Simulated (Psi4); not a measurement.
**Interaction calculation, with input and output: SiH6SO (part 2 of 2)**

The same run, continued: SiH6SO; SAPT0-D3BJ/cc-pVDZ, RHF (Psi4 1.11). The geometry comes from this level: GFN2-xTB.

Geometry of the input (Å):
```
S  0.9127  2.1622  1.8960
H  0.2561  3.1619  1.3234
H  -0.1243  1.3450  1.7981
O  -0.6738  -2.0892  -1.3745
Si -0.1349  -0.7893  -0.5657
H  -0.1803  -2.4853  -2.0860
H  1.1671  -1.0568  0.0411
H  -1.1896  -0.6151  0.4258
H  -0.0330  0.3666  -1.4582
```

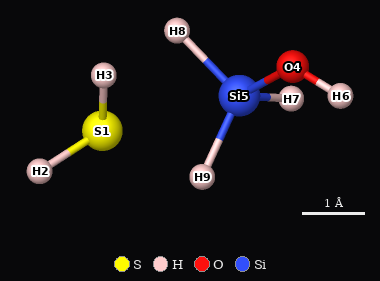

Fig. 1: The structure (ball-and-stick view, seen at a tilt; atoms are numbered from 1 in the order of the input).

Log, continued:
```
  Rotational constants: A =      1.55371  B =      0.03718  C =      0.03704 [cm^-1]
  Rotational constants: A =  46579.05423  B =   1114.66646  C =   1110.58068 [MHz]
  Nuclear repulsion =   65.718779187825064

  Charge       = 0
  Multiplicity = 1
  Electrons    = 26
  Nalpha       = 13
  Nbeta        = 13

  ==> Iterations <==

                           Total Energy        Delta E     RMS |[F,P]|

   @DF-RHF iter SAD:  -365.50831557935561   -3.65508e+02   0.00000e+00
   @DF-RHF iter   1:  -366.06938094702701   -5.61065e-01   5.18075e-03 ADIIS/DIIS
   @DF-RHF iter   2:  -366.12424511250441   -5.48642e-02   3.24982e-03 ADIIS/DIIS
   @DF-RHF iter   3:  -366.14864627090446   -2.44012e-02   3.50957e-04 ADIIS/DIIS
   @DF-RHF iter   4:  -366.14940538521864   -7.59114e-04   5.79438e-05 DIIS
   @DF-RHF iter   5:  -366.14942946573291   -2.40805e-05   1.25475e-05 DIIS
   @DF-RHF iter   6:  -366.14943086392236   -1.39819e-06   2.39973e-06 DIIS
   @DF-RHF iter   7:  -366.14943091780253   -5.38802e-08   6.32227e-07 DIIS
   @DF-RHF iter   8:  -366.14943092152828   -3.72575e-09   1.29829e-07 DIIS
   @DF-RHF iter   9:  -366.14943092169506   -1.66779e-10   2.40187e-08 DIIS
   @DF-RHF iter  10:  -366.14943092169995   -4.88853e-12   5.23641e-09 DIIS
  Energy and wave function converged.

  ==> Post-Iterations <==

    Orbital Energies [Eh]
    ---------------------

    Doubly Occupied:

       1A    -68.798902     2A    -20.552216     3A     -6.146727
       4A     -4.254195     5A     -4.252468     6A     -4.252256
       7A     -1.343364     8A     -0.768835     9A     -0.645415
      10A     -0.553542    11A     -0.550323    12A     -0.469266
      13A     -0.453044

    Virtual:

      14A      0.110046    15A      0.160259    16A      0.205286
      17A      0.220058    18A      0.222054    19A      0.234424
      20A      0.273313    21A      0.297090    22A      0.353575
      23A      0.407973    24A      0.416739    25A      0.451479
      26A      0.473757    27A      0.514077    28A      0.566955
      29A      0.573773    30A      0.607890    31A      0.615133
      32A      0.640149    33A      0.757004    34A      0.903174
      35A      1.040009    36A      1.126793    37A      1.136876
      38A      1.255819    39A      1.306115    40A      1.340710
      41A      1.342480    42A      1.421620    43A      1.450638
      44A      1.483126    45A      1.486598    46A      1.552426
      47A      1.556459    48A      1.563769    49A      1.619286
      50A      1.652679    51A      1.674698    52A      1.697344
      53A      1.735761    54A      1.748471    55A      1.809939
      56A      1.915715    57A      1.984750    58A      1.996004
      59A      2.002795    60A      2.126615    61A      2.168442
      62A      2.192795    63A      2.212176    64A      2.258511
      65A      2.269915    66A      2.309136    67A      2.405448
      68A      2.507152    69A      3.080509    70A      3.114047
      71A      3.182407    72A      3.306664    73A      3.323511
      74A      3.485248    75A      4.045446    76A      6.692837
      77A     20.201663    78A     20.571351    79A     20.714517
      80A    137.689841

    Final Occupation by Irrep:
              A
    DOCC [    13 ]
    NA   [    13 ]
    NB   [    13 ]

  @DF-RHF Final Energy:  -366.14943092169995

   => Energetics <=

    Nuclear Repulsion Energy =             65.7187791878250636
    One-Electron Energy =                -637.6553134320777190
    Two-Electron Energy =                 205.7871033225527242
    Total Energy =                       -366.1494309216999454

Computation Completed

Properties will be evaluated at   0.000000,   0.000000,   0.000000 [a0]

Properties computed using the SCF density matrix

 Multipole Moments:

 ------------------------------------------------------------------------------------
     Multipole            Electronic (a.u.)      Nuclear  (a.u.)        Total (a.u.)
 ------------------------------------------------------------------------------------

 L = 1.  Multiply by 2.5417464519 to convert [e a0] to [Debye]
 Dipole X            :         14.6967990          -14.2022178            0.4945812
 Dipole Y            :         59.6444796          -59.6279835            0.0164961
 Dipole Z            :         41.2413905          -41.5611624           -0.3197719
 Magnitude           :                                                    0.5891831

 ------------------------------------------------------------------------------------

	total time  =          1 seconds =       0.02 minutes
  Constructing Basis Sets for SAPT...

   => Loading Basis Set <=

    Name: (CC-PVDZ AUX)
    Role: RIFIT
    Keyword: DF_BASIS_SAPT

   => Loading Basis Set <=

    Name: (CC-PVDZ AUX)
    Role: JKFIT
    Keyword: DF_BASIS_ELST

  //>>>>>>>>>>>>>>>>>>>>>>>>>>>>>>>>>>>//
  //             SAPT0-D3BJ            //
  //<<<<<<<<<<<<<<<<<<<<<<<<<<<<<<<<<<<//

        SAPT0
     6 June 2009

      Orbital Information
  --------------------------
    NSO        =        80
    NMO        =        80
    NRI        =       292
    NRI (Elst) =       432
    NOCC A     =         9
    NOCC B     =        13
    FOCC A     =         5
    FOCC B     =         6
    NVIR A     =        71
    NVIR B     =        67

    Elst10,r            =    -0.001297206485 [Eh]
    Exch10              =     0.002545105924 [Eh]
    Exch10 (S^2)        =     0.002540507964 [Eh]

    Maxiter = 50
    CPHF R converge = 1.000000E-08

    Iter     Energy [mEh]          dE [mEh]         Residual      Time [s]
       1      -0.65844488       0.658444880     3.361510e-03             0
       2      -0.82214911       0.163704228     6.730025e-04             0
       3      -0.82330867       0.001159563     2.008472e-04             0
       4      -0.82070679      -0.002601880     5.126123e-05             0
       5      -0.82119116       0.000484365     1.475522e-05             0
       6      -0.82120857       0.000017417     4.195026e-06             0
       7      -0.82117738      -0.000031196     9.743555e-07             0
       8      -0.82118350       0.000006117     3.129958e-07             0
       9      -0.82118293      -0.000000570     7.334660e-08             0
      10      -0.82118258      -0.000000348     1.539387e-08             0
      11      -0.82118265       0.000000071     2.486498e-09             0

    CHF Iterations converged

    Maxiter = 50
    CPHF R converge = 1.000000E-08

    Iter     Energy [mEh]          dE [mEh]         Residual      Time [s]
       1      -0.19774489       0.197744886     2.026933e-03             0
       2      -0.25084385       0.053098964     3.799011e-04             0
       3      -0.24955670      -0.001287149     1.509815e-04             0
       4      -0.24910750      -0.000449202     3.207869e-05             0
       5      -0.24916013       0.000052635     9.081623e-06             0
       6      -0.24918459       0.000024460     1.591571e-06             0
       7      -0.24917815      -0.000006449     2.331675e-07             0
       8      -0.24917879       0.000000648     4.879883e-08             0
       9      -0.24917870      -0.000000094     9.443804e-09             0

    CHF Iterations converged

    Ind20,r (A<-B)      =    -0.000821182650 [Eh]
    Ind20,r (B<-A)      =    -0.000249178700 [Eh]
    Ind20,r             =    -0.001070361350 [Eh]
    Exch-Ind20,r (A<-B) =     0.000708689598 [Eh]
    Exch-Ind20,r (B<-A) =     0.000140705934 [Eh]
    Exch-Ind20,r        =     0.000849395533 [Eh]

    SAPT Results
  --------------------------------------------------------------------------------------------------------
    Electrostatics                 -1.29720648 [mEh]      -0.81400936 [kcal/mol]      -3.40581516 [kJ/mol]
      Elst10,r                     -1.29720648 [mEh]      -0.81400936 [kcal/mol]      -3.40581516 [kJ/mol]

    Exchange                        2.54510592 [mEh]       1.59707808 [kcal/mol]       6.68217468 [kJ/mol]
      Exch10                        2.54510592 [mEh]       1.59707808 [kcal/mol]       6.68217468 [kJ/mol]
      Exch10(S^2)                   2.54050796 [mEh]       1.59419282 [kcal/mol]       6.67010274 [kJ/mol]

    Induction                      -0.46962445 [mEh]      -0.29469379 [kcal/mol]      -1.23299883 [kJ/mol]
      Ind20,r                      -1.07036135 [mEh]      -0.67166189 [kcal/mol]      -2.81023334 [kJ/mol]
      Exch-Ind20,r                  0.84939553 [mEh]       0.53300374 [kcal/mol]       2.23008766 [kJ/mol]
      delta HF,r (2)               -0.24865864 [mEh]      -0.15603565 [kcal/mol]      -0.65285316 [kJ/mol]

    Dispersion                      0.00000000 [mEh]       0.00000000 [kcal/mol]       0.00000000 [kJ/mol]
      Disp20                        0.00000000 [mEh]       0.00000000 [kcal/mol]       0.00000000 [kJ/mol]
      Exch-Disp20                   0.00000000 [mEh]       0.00000000 [kcal/mol]       0.00000000 [kJ/mol]
      Disp20 (SS)                   0.00000000 [mEh]       0.00000000 [kcal/mol]       0.00000000 [kJ/mol]
      Disp20 (OS)                   0.00000000 [mEh]       0.00000000 [kcal/mol]       0.00000000 [kJ/mol]
      Exch-Disp20 (SS)              0.00000000 [mEh]       0.00000000 [kcal/mol]       0.00000000 [kJ/mol]
      Exch-Disp20 (OS)              0.00000000 [mEh]       0.00000000 [kcal/mol]       0.00000000 [kJ/mol]

  Total HF                          0.77827499 [mEh]       0.48837493 [kcal/mol]       2.04336069 [kJ/mol]
  Total SAPT0                       0.77827499 [mEh]       0.48837493 [kcal/mol]       2.04336069 [kJ/mol]

  Special recipe for scaled SAPT0 (see Manual):
    Electrostatics sSAPT0          -1.29720648 [mEh]      -0.81400936 [kcal/mol]      -3.40581516 [kJ/mol]
    Exchange sSAPT0                 2.54510592 [mEh]       1.59707808 [kcal/mol]       6.68217468 [kJ/mol]
    Induction sSAPT0               -0.46500424 [mEh]      -0.29179457 [kcal/mol]      -1.22086848 [kJ/mol]
    Dispersion sSAPT0               0.00000000 [mEh]       0.00000000 [kcal/mol]       0.00000000 [kJ/mol]
  Total sSAPT0                      0.78289520 [mEh]       0.49127415 [kcal/mol]       2.05549105 [kJ/mol]
  --------------------------------------------------------------------------------------------------------

	total time  =          1 seconds =       0.02 minutes
   => HF-D3(BJ): Empirical Dispersion <=

        s6 =       1.000000
        s8 =       0.917100
        a1 =       0.338500
        a2 =       2.883000

    => SAPT0-D Energy Summary <=
  --------------------------------------------------------------------------------------------------------
    Electrostatics                 -1.29720648 [mEh]      -0.81400936 [kcal/mol]      -3.40581516 [kJ/mol]
    Exchange                        2.54510592 [mEh]       1.59707808 [kcal/mol]       6.68217468 [kJ/mol]
    Induction                      -0.46962445 [mEh]      -0.29469379 [kcal/mol]      -1.23299883 [kJ/mol]
    Dispersion                     -3.11489592 [mEh]      -1.95462670 [kcal/mol]      -8.17815811 [kJ/mol]
  Total SAPT0-D                    -2.33662093 [mEh]      -1.46625177 [kcal/mol]      -6.13479741 [kJ/mol]
  --------------------------------------------------------------------------------------------------------

Warning! sapt0-d3bj does not have an associated derived wavefunction. The returned wavefunction is the dimer SCF wavefunction.

  Variable Map:
  ----------------------------------------------------------------------------
  "CURRENT ENERGY"                     =>      -0.002336620932
  "CURRENT REFERENCE ENERGY"           =>    -366.149430921700
  "DD SOLVATION ENERGY"                =>       0.000000000000
  "DISPERSION CORRECTION ENERGY"       =>      -0.003114895918
  "HF KINETIC ENERGY"                  =>     366.243665897948
  "HF POTENTIAL ENERGY"                =>    -732.393096819648
  "HF TOTAL ENERGY"                    =>    -366.149430921700
  "HF VIRIAL RATIO"                    =>       1.999742698687
  "NUCLEAR REPULSION ENERGY"           =>      65.718779187825
  "ONE-ELECTRON ENERGY"                =>    -637.655313432078
  "PCM POLARIZATION ENERGY"            =>       0.000000000000
  "PE ENERGY"                          =>       0.000000000000
  "SAPT ALPHA"                         =>       0.000000000000
  "SAPT CT ENERGY"                     =>      -0.000220965817
  "SAPT DISP ENERGY"                   =>      -0.003114895918
  "SAPT DISP20 ENERGY"                 =>       0.000000000000
  "SAPT ELST ENERGY"                   =>      -0.001297206485
  "SAPT ELST10,R ENERGY"               =>      -0.001297206485
  "SAPT ENERGY"                        =>       0.000000000000
  "SAPT EXCH ENERGY"                   =>       0.002545105924
  "SAPT EXCH-DISP20 ENERGY"            =>       0.000000000000
  "SAPT EXCH-IND20,R ENERGY"           =>       0.000849395533
  "SAPT EXCH10 ENERGY"                 =>       0.002545105924
  "SAPT EXCH10(S^2) ENERGY"            =>       0.002540507964
  "SAPT EXCHSCAL"                      =>       1.000000000000
  "SAPT EXCHSCAL1"                     =>       1.001809858513
  "SAPT EXCHSCAL3"                     =>       1.005439408230
  "SAPT HF TOTAL ENERGY"               =>       0.000778274986
  "SAPT HF(2) ALPHA=0.0 ENERGY"        =>      -0.000248658636
  "SAPT HF(2) ENERGY"                  =>      -0.000248658636
  "SAPT IND ENERGY"                    =>      -0.000469624454
  "SAPT IND20,R ENERGY"                =>      -0.001070361350
  "SAPT SAME-SPIN DISP20 ENERGY"       =>       0.000000000000
  "SAPT SAME-SPIN EXCH-DISP20 ENERGY"  =>       0.000000000000
  "SAPT TOTAL ENERGY"                  =>      -0.002336620932
  "SAPT0 DISP ENERGY"                  =>       0.000000000000
  "SAPT0 DISPERSION CORRECTION ENERGY" =>      -0.003114895918
  "SAPT0 ELST ENERGY"                  =>      -0.001297206485
  "SAPT0 EXCH ENERGY"                  =>       0.002545105924
  "SAPT0 IND ENERGY"                   =>      -0.000469624454
  "SAPT0 TOTAL ENERGY"                 =>       0.000778274986
  "SAPT0-D DISP ENERGY"                =>      -0.003114895918
  "SAPT0-D ELST ENERGY"                =>      -0.001297206485
  "SAPT0-D EXCH ENERGY"                =>       0.002545105924
  "SAPT0-D IND ENERGY"                 =>      -0.000469624454
  "SAPT0-D TOTAL ENERGY"               =>      -0.002336620932
  "SAPT2 DISP ENERGY"                  =>       0.000000000000
  "SCF ITERATION ENERGY"               =>    -366.149430921700
  "SCF ITERATIONS"                     =>      10.000000000000
  "SCF TOTAL ENERGY"                   =>    -366.149430921700
  "SCS-SAPT0 DISP ENERGY"              =>       0.000000000000
  "SCS-SAPT0 ELST ENERGY"              =>      -0.001297206485
  "SCS-SAPT0 EXCH ENERGY"              =>       0.002545105924
  "SCS-SAPT0 IND ENERGY"               =>      -0.000469624454
  "SCS-SAPT0 TOTAL ENERGY"             =>       0.000778274986
  "SSAPT0 DISP ENERGY"                 =>       0.000000000000
  "SSAPT0 ELST ENERGY"                 =>      -0.001297206485
  "SSAPT0 EXCH ENERGY"                 =>       0.002545105924
  "SSAPT0 IND ENERGY"                  =>      -0.000465004244
  "SSAPT0 TOTAL ENERGY"                =>       0.000782895195
  "TWO-ELECTRON ENERGY"                =>     205.787103322553

  Array Variable Map:
  ----------------------------------------------------------------------------
  "CURRENT DIPOLE"                     =>       0.494581173650 ... -0.319771922202 1 by 3
  "SCF DIPOLE"                         =>       0.494581173650 ... -0.319771922202 1 by 3
  "SCF TOTAL ENERGIES"                 =>    -365.508315579356 ... -366.149430921700 1 by 11

    Psi4 run time: 0:00:05.93

[set-up sections that repeat, and orbital energies of the middle runs, are left out above]
```

Key numbers:

- outcome: converged
- SCF energy: −764.843537 hartree
- dispersion energy: −0.038639 hartree
- basis functions: 80
- wall time: 7.2 s
- peak memory: 0.28 GiB
